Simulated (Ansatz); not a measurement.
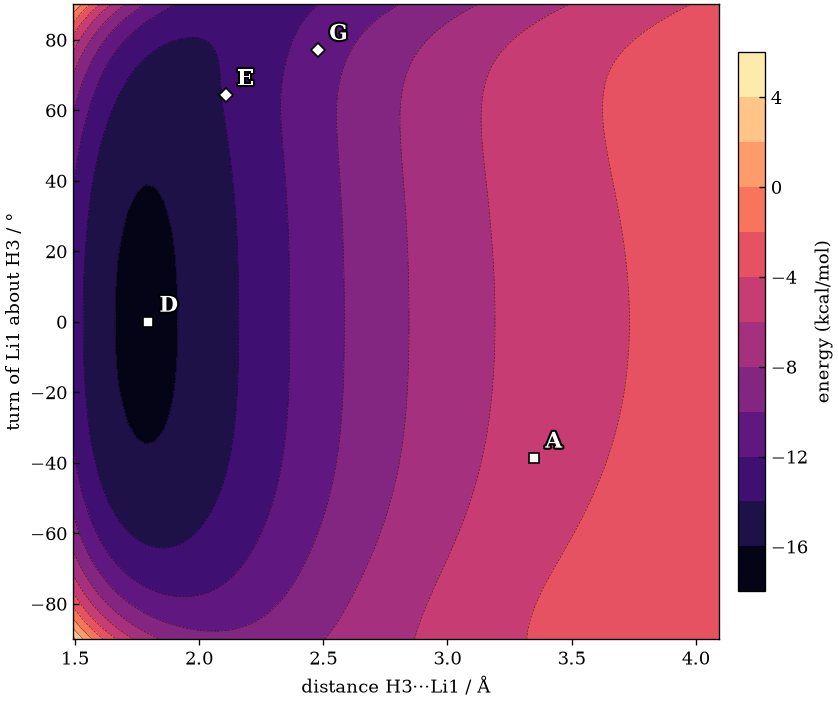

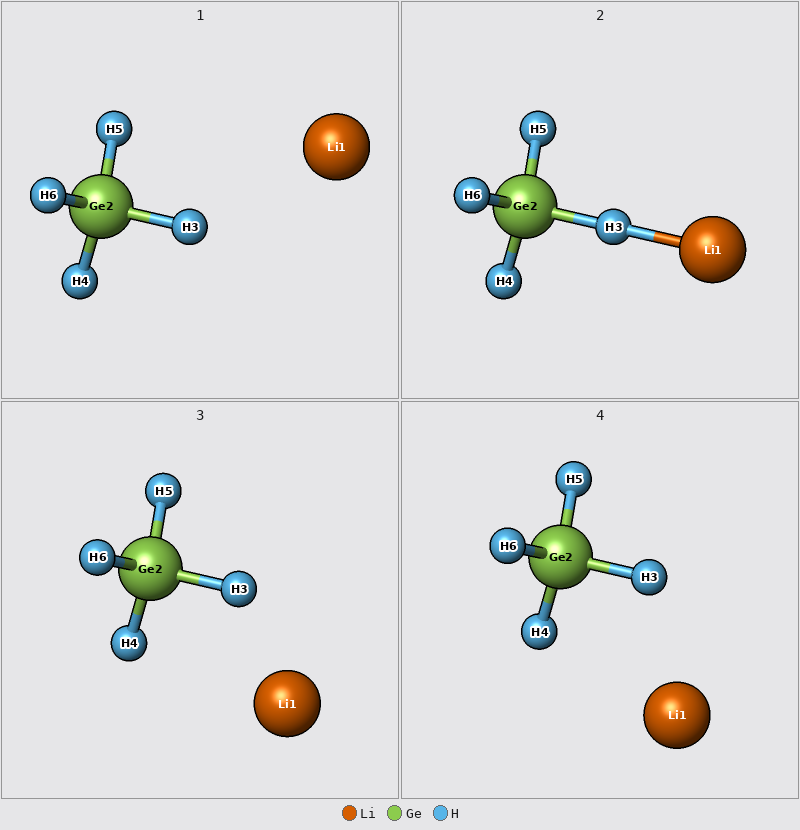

GeH4Li, charge +1. The turn is about an axis along (0.27, −0.96, 0.00) in the frame of the relaxed pair, normal to the line between the partners. Coordinates scanned: (1) distance H3···Li1; (2) turn of Li1 about H3. The grid has 15 × 15 points. Points are written as (first, second). Energies: kcal/mol, counted from the ion and the molecule far apart, frozen as in the relaxed pair, each in its own basis (no counterpoise correction). Level of theory: RHF/def2-TZVPD (Ansatz 0.2.0).

In the figure: filled contours, lettered points. Between grid points the surface is interpolated. The numbered pictures are the structures at these points, in random order.

Q: Which structure belongs to which point?

A: A is structure 1: (3.347 Å, −38.6°), −5.1 kcal/mol; D is structure 2: (1.793 Å, 0.0°), −16.4 kcal/mol; E is structure 3: (2.107 Å, 64.3°), −13.9 kcal/mol; G is structure 4: (2.477 Å, 77.1°), −11.1 kcal/mol.
